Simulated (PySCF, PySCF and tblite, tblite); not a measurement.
# C5H11NO: conformers and averaged spectra

Which conformers does C5H11NO (`CC(=O)NC(C)C`) populate, and what do their averaged NMR parameters look like?

Computed with tblite 0.8.0 (tight binding) and PySCF 2.14.0 (DFT, with response routines of our own); each step states its level. Atoms count from 0 throughout.

## Step 1: The starting structure

18 atoms, charge 0, multiplicity 1; geometry from: MMFF94s geometry.

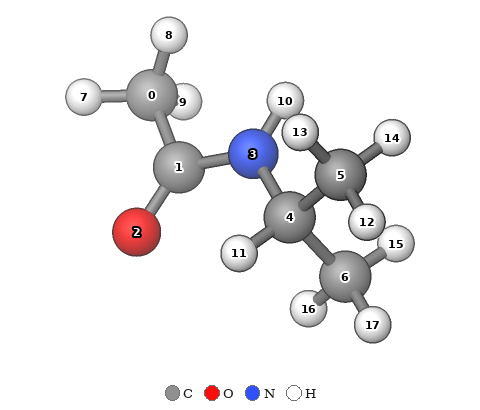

The starting geometry (carbon grey, oxygen red, nitrogen blue, hydrogen white), atoms numbered.

## Step 2: GFN2-xTB relaxation, conformer 1

Job settings and geometry (Å):

```
{"job": {"xc": "GFN2-xTB", "basis": "xTB", "kind": "relax"}, "charge": 0, "multiplicity": 1}
C      2.816100    -0.112600    -0.319700
C      1.543500    -0.007200     0.489200
O      1.572200     0.252500     1.698400
N      0.399100    -0.211800    -0.239700
C     -0.925000    -0.130600     0.374700
C     -1.898000    -1.057300    -0.360900
C     -1.423400     1.315900     0.331200
H      3.651800    -0.368000     0.336600
H      2.717200    -0.883500    -1.088100
H      2.999700     0.853900    -0.789500
H      0.469200    -0.360800    -1.232300
H     -0.854600    -0.452300     1.415300
H     -2.891200    -1.021000     0.111500
H     -1.533600    -2.093100    -0.324400
H     -1.998100    -0.771500    -1.411600
H     -1.495500     1.686700    -0.680900
H     -0.742600     1.979200     0.883400
H     -2.415600     1.387900     0.795100
```

On the command line:

```bash
OMP_NUM_THREADS=1 python ens_run.py task.json out
```

This one command runs the whole study; its stages follow in the order run.

What it wrote:

```text
step      E/eV     max force
  0    -634.54614    1.954
  1    -634.58325    1.772
  2    -634.60705    0.478
  3    -634.61498    0.287
  4    -634.62122    0.209
  5    -634.62331    0.112
  6    -634.62478    0.104
  7    -634.62575    0.072
  8    -634.62635    0.057
  9    -634.62685    0.080
 10    -634.62736    0.089
 11    -634.62784    0.060
 12    -634.62822    0.048
 13    -634.62851    0.041
 14    -634.62878    0.054
 15    -634.62903    0.046
 16    -634.62926    0.038
 17    -634.62926    0.038
 18    -634.62938    0.027
 19    -634.62961    0.040
 20    -634.62968    0.038
 21    -634.62987    0.041
 22    -634.63012    0.063
 23    -634.63037    0.052
 24    -634.63067    0.050
 25    -634.63096    0.044
 26    -634.63126    0.046
 27    -634.63162    0.049
 28    -634.63215    0.083
 29    -634.63289    0.106
 30    -634.63370    0.092
 31    -634.63448    0.091
 32    -634.63534    0.092
 33    -634.63632    0.087
 34    -634.63738    0.085
 35    -634.63832    0.065
 36    -634.63901    0.058
 37    -634.63954    0.065
 38    -634.64010    0.066
 39    -634.64035    0.192
 40    -634.64128    0.061
 41    -634.64177    0.068
 42    -634.64248    0.046
 43    -634.64273    0.046
 44    -634.64326    0.043
 45    -634.64351    0.044
 46    -634.64380    0.039
 47    -634.64410    0.043
 48    -634.64449    0.046
 49    -634.64489    0.044
 50    -634.64531    0.048
 51    -634.64574    0.052
 52    -634.64606    0.066
 53    -634.64617    0.070
 54    -634.64636    0.024
 55    -634.64646    0.027
 56    -634.64663    0.025
 57    -634.64677    0.026
 58    -634.64690    0.021
 59    -634.64698    0.022
 60    -634.64708    0.023
 61    -634.64722    0.029
 62    -634.64739    0.032
 63    -634.64755    0.027
 64    -634.64772    0.028
 65    -634.64791    0.038
 66    -634.64813    0.042
 67    -634.64832    0.035
 68    -634.64845    0.024
 69    -634.64855    0.023
 70    -634.64863    0.027
 71    -634.64871    0.023
 72    -634.64878    0.019
 73    -634.64887    0.022
 74    -634.64894    0.024
 75    -634.64903    0.022
 76    -634.64910    0.021
 77    -634.64917    0.019
 78    -634.64926    0.020
 79    -634.64941    0.030
 80    -634.64960    0.031
 81    -634.64976    0.024
 82    -634.64985    0.027
 83    -634.64993    0.026
 84    -634.65002    0.025
 85    -634.65012    0.020
 86    -634.65021    0.029
 87    -634.65027    0.019
 88    -634.65032    0.018
 89    -634.65037    0.015
 90    -634.65041    0.017
 91    -634.65043    0.020
 92    -634.65045    0.015
 93    -634.65047    0.011
 94    -634.65049    0.012
 95    -634.65051    0.012
 96    -634.65053    0.012
 97    -634.65056    0.009
 98    -634.65057    0.008
 99    -634.65058    0.010
100    -634.65059    0.009
101    -634.65060    0.007
102    -634.65061    0.006
103    -634.65062    0.007
104    -634.65063    0.008
105    -634.65064    0.007
106    -634.65065    0.006
107    -634.65066    0.008
108    -634.65066    0.007
109    -634.65067    0.008
110    -634.65068    0.008
111    -634.65068    0.009
112    -634.65069    0.013
113    -634.65070    0.014
114    -634.65071    0.014
115    -634.65073    0.014
116    -634.65076    0.015
117    -634.65079    0.015
118    -634.65081    0.014
119    -634.65083    0.011
120    -634.65086    0.014
121    -634.65088    0.013
122    -634.65089    0.007
123    -634.65090    0.006
124    -634.65090    0.006
125    -634.65091    0.006
126    -634.65091    0.006
127    -634.65092    0.006
128    -634.65093    0.006
129    -634.65093    0.007
130    -634.65094    0.008
131    -634.65095    0.009
132    -634.65096    0.010
133    -634.65098    0.010
134    -634.65099    0.009
135    -634.65099    0.006
136    -634.65100    0.005
137    -634.65100    0.007
138    -634.65101    0.009
139    -634.65101    0.009
140    -634.65102    0.006
141    -634.65103    0.006
142    -634.65103    0.009
143    -634.65104    0.012
144    -634.65106    0.014
145    -634.65109    0.015
146    -634.65113    0.019
147    -634.65118    0.016
148    -634.65120    0.015
149    -634.65122    0.016
150    -634.65124    0.009
151    -634.65125    0.006
152    -634.65126    0.007
153    -634.65127    0.008
154    -634.65127    0.005
155    -634.65127    0.005
156    -634.65128    0.004
157    -634.65128    0.005
158    -634.65128    0.004
```

It took 0.79 s on 1 thread of Intel Xeon Platinum 8488C, shared host.

The energy fell by 0.105 eV, and the atoms moved 0.28 Å (root mean square).

## Step 3: Shieldings, conformer 1: PBE0/pcSseg-1 in chloroform

Job settings and geometry (Å):

```
{"job": {"xc": "PBE0", "basis": "pcSseg-1", "solvent": "chloroform", "kind": "nmr", "pop": true}, "charge": 0, "multiplicity": 1}
C      2.801469    -0.191881    -0.328498
C      1.538885    -0.247558     0.510633
O      1.533057    -0.490918     1.697528
N      0.413428     0.001925    -0.197073
C     -0.915419     0.005785     0.382215
C     -1.777336    -1.070781    -0.274029
C     -1.548198     1.388258     0.236436
H      3.659928    -0.394670     0.304535
H      2.756856    -0.935374    -1.121483
H      2.910580     0.793511    -0.776386
H      0.481084     0.197099    -1.183521
H     -0.773522    -0.227828     1.442220
H     -2.755443    -1.106583     0.197217
H     -1.306713    -2.045201    -0.170134
H     -1.911140    -0.857259    -1.333262
H     -1.669868     1.641461    -0.815531
H     -0.921056     2.141583     0.706567
H     -2.525351     1.404748     0.710909
```

What it wrote:

```text
coarse grid: 14400 points
cycle   1  E = -326.5508635925  dE =  8.567e-01  |g| = 8.477e-01  |ddm| = 3.548e+00
cycle   2  E = -326.2432497562  dE =  3.076e-01  |g| = 1.528e+00  |ddm| = 1.997e+00
cycle   3  E = -326.6855899597  dE = -4.423e-01  |g| = 2.060e-01  |ddm| = 1.470e+00
cycle   4  E = -326.6944901039  dE = -8.900e-03  |g| = 5.353e-02  |ddm| = 1.768e-01
cycle   5  E = -326.6950021519  dE = -5.120e-04  |g| = 2.053e-02  |ddm| = 4.431e-02
cycle   6  E = -326.6950927977  dE = -9.065e-05  |g| = 3.502e-03  |ddm| = 1.531e-02
cycle   7  E = -326.6950951225  dE = -2.325e-06  |g| = 9.401e-04  |ddm| = 2.582e-03
final grid: 137336 points
cycle   8  E = -326.7465203706  dE = -3.334e-05  |g| = 1.233e-02  |ddm| = 2.815e-02
cycle   9  E = -326.7464658069  dE =  5.456e-05  |g| = 2.095e-02  |ddm| = 2.349e-02
cycle  10  E = -326.7465515694  dE = -8.576e-05  |g| = 2.608e-03  |ddm| = 1.593e-02
cycle  11  E = -326.7465529774  dE = -1.408e-06  |g| = 1.636e-04  |ddm| = 1.879e-03
cycle  12  E = -326.7465529818  dE = -4.463e-09  |g| = 1.011e-04  |ddm| = 2.378e-04
cycle  13  E = -326.7465529841  dE = -2.222e-09  |g| = 1.644e-05  |ddm| = 9.255e-05
cycle  14  E = -326.7465529841  dE = -5.480e-11  |g| = 4.422e-06  |ddm| = 1.706e-05
converged SCF energy = -326.7465529841

GIAO shielding tensors (ppm)
atom      isotropic    diamagn.    paramagn.     s11        s22        s33       span
  0 C      162.058     250.098     -88.040    134.253    155.924    195.997     61.744
  1 C       16.663     246.745    -230.083    -67.192     19.599     97.581    164.773
  2 O      -46.657     404.808    -451.465   -338.435   -137.268    335.732    674.167
  3 N      110.480     332.540    -222.060      0.874    134.799    195.769    194.896
  4 C      145.173     243.867     -98.694    117.299    155.432    162.787     45.488
  5 C      161.736     247.887     -86.151    143.181    154.588    187.439     44.258
  6 C      161.745     247.865     -86.121    143.329    154.499    187.406     44.077
  7 H       30.073      27.446       2.628     26.092     28.264     35.863      9.771
  8 H       29.559      29.276       0.283     25.628     29.034     34.016      8.388
  9 H       29.567      29.305       0.262     25.620     29.068     34.011      8.391
 10 H       26.868      38.172     -11.304     21.996     27.252     31.357      9.361
 11 H       27.356      33.164      -5.808     24.025     26.955     31.088      7.063
 12 H       30.534      29.924       0.610     26.269     27.883     37.449     11.180
 13 H       30.486      30.998      -0.512     26.311     28.479     36.667     10.356
 14 H       30.748      31.182      -0.435     27.700     28.999     35.544      7.844
 15 H       30.752      31.183      -0.430     27.694     29.013     35.550      7.856
 16 H       30.477      30.982      -0.505     26.304     28.465     36.662     10.358
 17 H       30.539      29.919       0.619     26.267     27.898     37.451     11.185
```

Run time: 28 s. Hardware: 1 thread of Intel Xeon Platinum 8488C, shared host; peak memory 0.91 GiB.

Key values: HOMO -7.23 eV, LUMO 0.98 eV; dipole 4.65 D.

## Step 4: Couplings, conformer 1: B3LYP/6-31G*+pcJ-1

The job, as its differences from that of step 3:

```diff
@@ -1,2 +1,2 @@
-{"job": {"xc": "PBE0", "basis": "pcSseg-1", "solvent": "chloroform", "kind": "nmr", "pop": true}, "charge": 0, "multiplicity": 1}
+{"job": {"xc": "B3LYP", "basis": {"default": "6-31G*", "H": "pcJ-1"}, "nuclei": ["H", "F", "P", "Si", "B"], "kind": "j"}, "charge": 0, "multiplicity": 1}
 C      2.801469    -0.191881    -0.328498
```

What it wrote:

```text
coarse grid: 14400 points
cycle   1  E = -327.0357362665  dE =  8.549e-01  |g| = 9.375e-01  |ddm| = 3.506e+00
cycle   2  E = -326.3790541327  dE =  6.567e-01  |g| = 1.995e+00  |ddm| = 3.220e+00
cycle   3  E = -327.2042432982  dE = -8.252e-01  |g| = 3.070e-01  |ddm| = 2.618e+00
cycle   4  E = -327.2249863896  dE = -2.074e-02  |g| = 9.372e-02  |ddm| = 3.361e-01
cycle   5  E = -327.2266917028  dE = -1.705e-03  |g| = 3.329e-02  |ddm| = 8.693e-02
cycle   6  E = -327.2269347279  dE = -2.430e-04  |g| = 6.318e-03  |ddm| = 2.883e-02
cycle   7  E = -327.2269431891  dE = -8.461e-06  |g| = 1.492e-03  |ddm| = 5.928e-03
final grid: 137336 points
cycle   8  E = -327.1712458550  dE = -4.367e-05  |g| = 8.452e-03  |ddm| = 2.674e-02
cycle   9  E = -327.1712230630  dE =  2.279e-05  |g| = 1.322e-02  |ddm| = 1.759e-02
cycle  10  E = -327.1712616915  dE = -3.863e-05  |g| = 3.084e-03  |ddm| = 1.288e-02
cycle  11  E = -327.1712636236  dE = -1.932e-06  |g| = 2.095e-04  |ddm| = 2.766e-03
cycle  12  E = -327.1712636295  dE = -5.895e-09  |g| = 1.401e-04  |ddm| = 3.161e-04
cycle  13  E = -327.1712636340  dE = -4.585e-09  |g| = 2.548e-05  |ddm| = 1.284e-04
cycle  14  E = -327.1712636342  dE = -1.241e-10  |g| = 9.594e-06  |ddm| = 2.829e-05
converged SCF energy = -327.1712636342

Indirect spin-spin couplings (Hz)
  i      j    bonds     total        FC       PSO       DSO        SD
  7 H    8 H    2    -14.484   -13.982     2.153    -2.656         -
  7 H    9 H    2    -14.417   -13.914     2.153    -2.656         -
  7 H   11 H    5     -0.472    -0.121     0.722    -1.073         -
  7 H   12 H    6     -0.169     0.131     0.703    -1.003         -
  7 H   13 H    6     -0.168     0.026     0.405    -0.599         -
  7 H   14 H    6     -0.270     0.000     0.626    -0.897         -
  7 H   15 H    6     -0.269     0.000     0.623    -0.892         -
  7 H   16 H    6     -0.167     0.025     0.400    -0.593         -
  7 H   17 H    6     -0.165     0.135     0.703    -1.003         -
  8 H    9 H    2    -16.600   -16.214     2.200    -2.586         -
  8 H   11 H    5     -0.296     0.061     0.747    -1.104         -
  8 H   12 H    6     -0.222     0.018     0.562    -0.802         -
  8 H   15 H    6     -0.177    -0.052     0.329    -0.454         -
  8 H   16 H    6     -0.248    -0.022     0.528    -0.755         -
  8 H   17 H    6     -0.200     0.086     0.699    -0.984         -
  9 H   11 H    5     -0.297     0.061     0.751    -1.109         -
  9 H   12 H    6     -0.200     0.086     0.698    -0.984         -
  9 H   13 H    6     -0.245    -0.021     0.523    -0.747         -
  9 H   14 H    6     -0.174    -0.052     0.325    -0.447         -
  9 H   17 H    6     -0.224     0.016     0.563    -0.804         -
 10 H   11 H    3     10.893    11.915     2.452    -3.474         -
 10 H   12 H    4     -0.876    -0.370     1.209    -1.716         -
 10 H   13 H    4     -0.305    -0.152     0.370    -0.523         -
 10 H   14 H    4      0.351    -0.090    -0.929     1.370         -
 10 H   15 H    4      0.353    -0.089    -0.932     1.374         -
 10 H   16 H    4     -0.313    -0.150     0.389    -0.552         -
 10 H   17 H    4     -0.874    -0.370     1.206    -1.711         -
 11 H   12 H    3      3.382     3.386     0.194    -0.198         -
 11 H   13 H    3      3.827     3.797     0.116    -0.085         -
 11 H   14 H    3     12.878    13.748     1.803    -2.673         -
 11 H   15 H    3     12.861    13.731     1.803    -2.673         -
 11 H   16 H    3      3.920     3.885     0.108    -0.074         -
 11 H   17 H    3      3.279     3.289     0.204    -0.214         -
 12 H   13 H    2    -14.152   -13.661     2.082    -2.572         -
 12 H   14 H    2    -13.849   -13.393     2.062    -2.519         -
 12 H   15 H    4     -0.400    -0.225     0.405    -0.580         -
 12 H   16 H    4     -0.154     0.310     1.070    -1.534         -
 12 H   17 H    4      0.692     0.337    -0.864     1.220         -
 13 H   14 H    2    -12.970   -12.520     2.029    -2.479         -
 13 H   15 H    4     -0.687    -0.219     1.091    -1.559         -
 13 H   16 H    4      2.919     3.433     1.303    -1.817         -
 14 H   16 H    4     -0.675    -0.206     1.095    -1.563         -
 14 H   17 H    4     -0.393    -0.226     0.385    -0.552         -
 15 H   16 H    2    -13.018   -12.569     2.027    -2.475         -
 15 H   17 H    2    -13.843   -13.387     2.061    -2.518         -
 16 H   17 H    2    -14.104   -13.612     2.083    -2.576         -
```

Wall time 34 s (1 thread of Intel Xeon Platinum 8488C, shared host); peak memory 1 GiB.

This run: HOMO -6.62 eV, LUMO 0.93 eV; dipole 3.49 D.

## Step 5: The ensemble: properties at PBE0/pcSseg-1 in chloroform

Job settings and geometry (Å):

```
{"job": {"study": "conf", "smiles": "CC(=O)NC(C)C", "search": {"seed": 1374, "n_embed": 90, "ff_keep": 18, "window": 3.0, "nmax": 10, "temps": [220, 260, 298.15, 340, 380], "t_ref": 298.15, "order": 0.0005}, "level": {"nmr": {"xc": "PBE0", "basis": "pcSseg-1", "solvent": "chloroform"}, "j": {"xc": "B3LYP", "basis": {"default": "6-31G*", "H": "pcJ-1"}, "nuclei": ["H", "F", "P", "Si", "B"]}}, "kind": "conf"}, "charge": 0, "multiplicity": 1}
C      2.801469    -0.191881    -0.328498
C      1.538885    -0.247558     0.510633
O      1.533057    -0.490918     1.697528
N      0.413428     0.001925    -0.197073
C     -0.915419     0.005785     0.382215
C     -1.777336    -1.070781    -0.274029
C     -1.548198     1.388258     0.236436
H      3.659928    -0.394670     0.304535
H      2.756856    -0.935374    -1.121483
H      2.910580     0.793511    -0.776386
H      0.481084     0.197099    -1.183521
H     -0.773522    -0.227828     1.442220
H     -2.755443    -1.106583     0.197217
H     -1.306713    -2.045201    -0.170134
H     -1.911140    -0.857259    -1.333262
H     -1.669868     1.641461    -0.815531
H     -0.921056     2.141583     0.706567
H     -2.525351     1.404748     0.710909
```

What it wrote:

```text
conformer  sym    E(xTB)   E(DFT)   G(298.15 K)  weight  dipole/D
    1     Cs      0.000    0.000    0.000   1.0000    4.652

mean shielding (ppm) by class
class atoms           220 K      260 K   298.15 K      340 K      380 K
  0 C  0            162.058    162.058    162.058    162.058    162.058
  1 C  1             16.663     16.663     16.663     16.663     16.663
  2 O  2            -46.657    -46.657    -46.657    -46.657    -46.657
  3 N  3             110.48     110.48     110.48     110.48     110.48
  4 C  4            145.173    145.173    145.173    145.173    145.173
  5 C  5,6           161.74     161.74     161.74     161.74     161.74
  6 H  7,8,9         29.733     29.733     29.733     29.733     29.733
  7 H  10            26.868     26.868     26.868     26.868     26.868
  8 H  11            27.356     27.356     27.356     27.356     27.356
  9 H  12,13,14      30.589     30.589     30.589     30.589     30.589
```

Wall time 64 s (1 thread of Intel Xeon Platinum 8488C, shared host). This counts the runs that the step sums up.

The search (ETKDG, MMFF94s, GFN2-xTB) embedded 90 structures, kept 1 distinct ones after the force field and 1 after xTB; 1 was carried on (window 3.0 kcal/mol at the search's own energies). Energies: PBE0/pcSseg-1 in chloroform with D3(BJ).

The conformers at 298 K:

| no. | group | mirror pair | ΔE xTB | ΔE DFT | ΔG | weight (%) | μ (D) | O2–C1–N3–C4 (°) | C1–N3–C4–C5 (°) | A, B, C (GHz) |
| --- | --- | --- | --- | --- | --- | --- | --- | --- | --- | --- |
| 1 | Cs | no | 0.00 | 0.00 | 0.00 | 100.0 | 4.65 | 0 | -119 | 4.66, 1.48, 1.46 |

Energies in kcal/mol. ΔG holds xTB vibrations and rotation, symmetry numbers and mirror pairs.

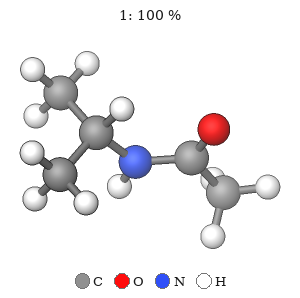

The one conformer.

Shifts against references run at the same level (13C TMS 187.6, 17O H2O 342.2, 15N NH3 269.8, 1H TMS 31.70 ppm of shielding), by class of atoms, at 298 K:

| atoms | environment | average |
| --- | --- | --- |
| C1 | amide carbonyl carbon | 170.9 |
| C4 | sp3 CH bonded to N | 42.4 |
| C5, C6 | methyl carbon | 25.9 |
| C0 | methyl carbon α to a carbonyl | 25.5 |
| H10 | hydrogen on an amide-type nitrogen | 4.83 |
| H11 | hydrogen on an sp3 CH bonded to N | 4.34 |
| H7, H8, H9 | hydrogen on a methyl carbon α to a carbonyl | 1.96 |
| H12, H13, H14 and 3 more | hydrogen on a methyl carbon | 1.11 |
| O2 | amide-type carbonyl oxygen | 388.9 |
| N3 | amide-type nitrogen | 159.4 |

Couplings (Hz, B3LYP/6-31G*+pcJ-1; one pair named for each class), from conformers that hold 100 % of the weight:

| pair | bonds | average |
| --- | --- | --- |
| H7–H8 | 2 | -15.2 |
| H12–H13 | 2 | -13.7 |
| H10–H11 | 3 | 10.9 |
| H11–H12 | 3 | 6.7 |

Effective distances for nuclear Overhauser effects, ⟨r⁻⁶⟩^(−1/6) over all pairs of two classes (Å): H11···H12 2.61; H7···H10 2.69; H10···H12 2.93; H10···H11 2.94.

## Step 6: Results

| quantity | value |
| --- | --- |
| conformers | 1; the first in weight is no. 1 (Cs), 100 % at 298 K |
| root-mean-square dipole | 4.65 D |
| averaged 13C shifts (PBE0/pcSseg-1 in chloroform) | 170.9, 42.4, 25.9, 25.5 ppm |
| averaged 1H shifts (PBE0/pcSseg-1 in chloroform) | 4.83, 4.34, 1.96, 1.11 ppm |

What this shows: The search found one conformer in the window, so the averages are its own values. Where an open-chain amide-type bond turns slowly on the NMR time scale, such averages don't hold. Protons on O, N, S or Se exchange and bind to solvent, so their values hold for the lone molecule only.
